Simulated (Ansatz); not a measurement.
```xyz
14

C     0.6350   -0.4629    1.3657
C     1.5047    0.5825    0.7556
C     0.1149    0.9742    1.2504
N     1.0067   -1.0680    2.6125
Si   -1.2488    1.4291    0.0588
H     1.5399   -0.4178    3.1892
H     0.1769   -1.3242    3.1488
H     0.1943   -1.1870    0.6694
H     1.6946    0.5508   -0.3218
H     2.3617    0.9321    1.3407
H     0.1124    1.5185    2.2033
H    -1.1492    0.5402   -1.1386
H    -2.5939    1.2401    0.6819
H    -1.1455    2.8482   -0.3985
```

Geometry: B3LYP-D3(BJ)/def2-SVP.

Level of theory: Ansatz, isolated molecule in a Gaussian basis; Kohn-Sham density functional theory, functional PBE0.

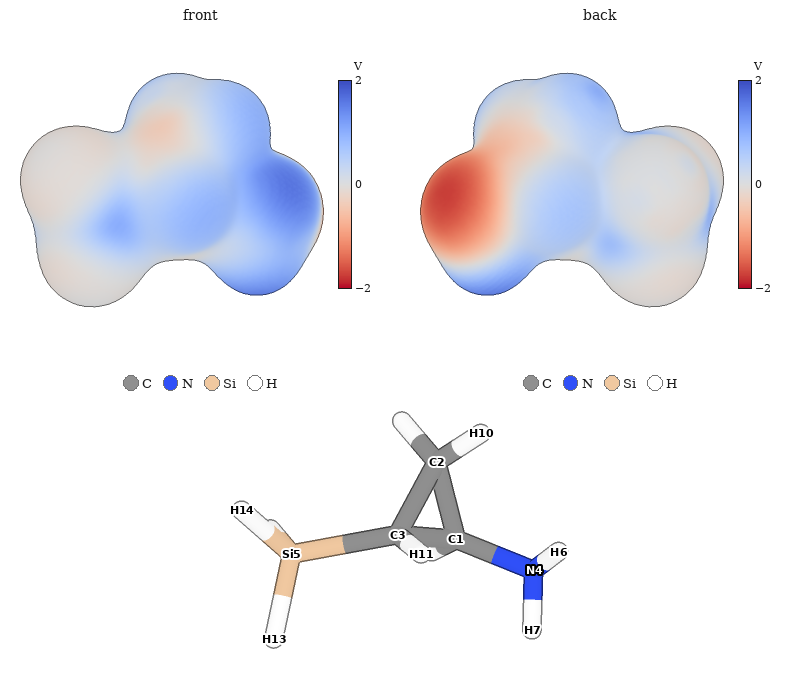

C₃H₉NSi. The electrostatic potential painted on the density surface at 0.002 e/bohr³, seen from the front and from behind; the colour scale runs from red (negative) to blue (positive). The bare structure is drawn below in the same view.

> Describe the electrostatic potential map.

The most negative region (about −1.7 V) lies over N4, the most positive (about +1.6 V) over H6. N4 is the likeliest acceptor of a hydrogen bond.

> How polar is the molecule by this calculation?

Its dipole moment is 1.17 D.
